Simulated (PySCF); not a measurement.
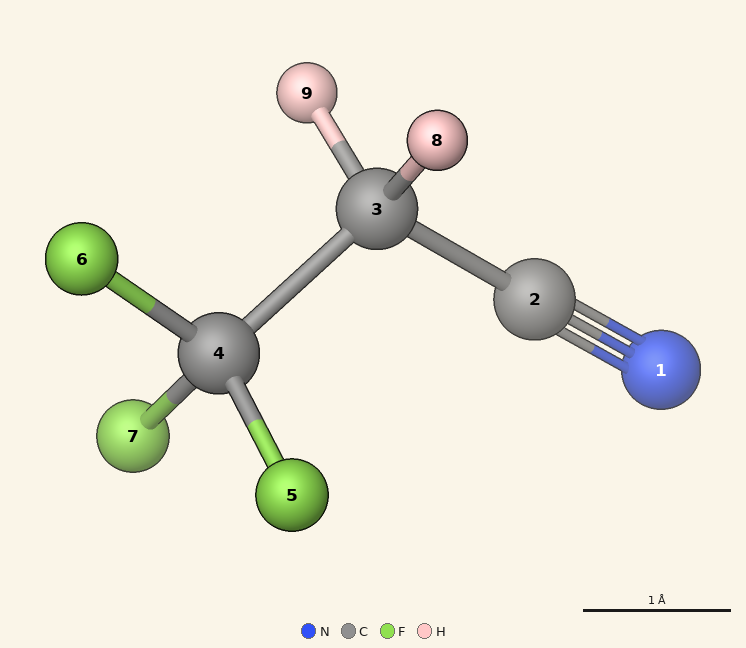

Orthographic view. Depth is shown by fading: the farther an atom, the more it takes the colour of the background. The computed structure is the end point of a PBE0-D3(BJ)/def2-SVP optimisation. No frequency run is at hand to confirm it as a minimum.

Write the connection table.

N1: C2
C2: N1, C3
C3: C2, C4, H8, H9
C4: C3, F5, F6, F7
F5: C4
F6: C4
F7: C4
H8: C3
H9: C3
